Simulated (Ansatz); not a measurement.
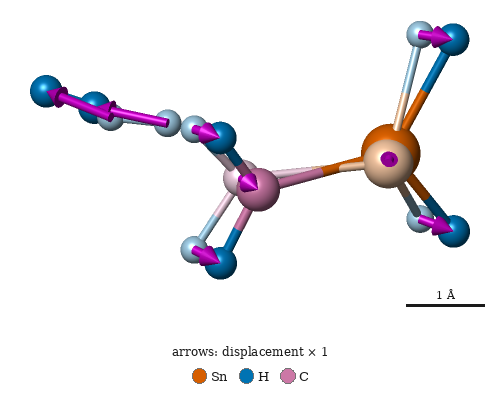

This is a relaxation of CH$_{6}$Sn (started from a transition state, displaced along its imaginary mode). The starting structure is drawn faded, the final one solid; purple arrows show the displacements, at their true length. The two geometries are superimposed by the best rigid fit.

The picture is a ball-and-stick view, seen at a tilt.

Method: RKS PBE0-D4/def2-TZVP (Ansatz 0.2.0).

Input file:
```yaml
crystal:
  periodic: [false, false, false]
  atoms:
    - {symbol: Sn, position_ang: [-0.619906, 1.410917, 0.364652]}
    - {symbol: H, position_ang: [0.137936, -1.465201, -0.158509]}
    - {symbol: C, position_ang: [0.685836, 0.156846, -0.288900]}
    - {symbol: H, position_ang: [0.414183, -2.139334, -0.322967]}
    - {symbol: H, position_ang: [-2.087344, 1.246420, -0.495955]}
    - {symbol: H, position_ang: [-0.997489, 1.079880, 1.998373]}
    - {symbol: H, position_ang: [1.589169, -0.199116, 0.267338]}
    - {symbol: H, position_ang: [0.877614, -0.090312, -1.364033]}
basis:
  gaussian: {orbitals: def2-TZVP}
hamiltonian: {xc: pbe0, dispersion: d4}
relax: {f_tol: 0.005, max_steps: 200}
```

Question: Atoms of which element are displaced furthest, and by how much?

Answer: Hydrogen: up to 1.06 Å, against 0.37 Å for carbon.

Question: What did the optimiser do to the structure, and how much energy did it gain?

Answer: After 12 accepted moves (14 points after the start) the energy has fallen by 0.781 eV. Largest force component: 2.8 eV/Å at the start, 0.0012 eV/Å at the end. The line search rejected the trial steps at points 8, 12 of the run. The atom that moves furthest after the best rigid fit is H4 (1.06 Å). By element the largest moves are H 1.06 Å, C 0.37 Å, Sn 0.26 Å. Some distances before and after: C3–H7 1.119 → 1.082 Å, Sn1–C3 1.925 → 1.948 Å, Sn1–H5 1.709 → 1.694 Å. Bond angles that change, for instance: C3–Sn1–H5 110.4° → 123.3°, H7–C3–H8 105.6° → 117.6°, H5–Sn1–H6 105.8° → 113.4°.
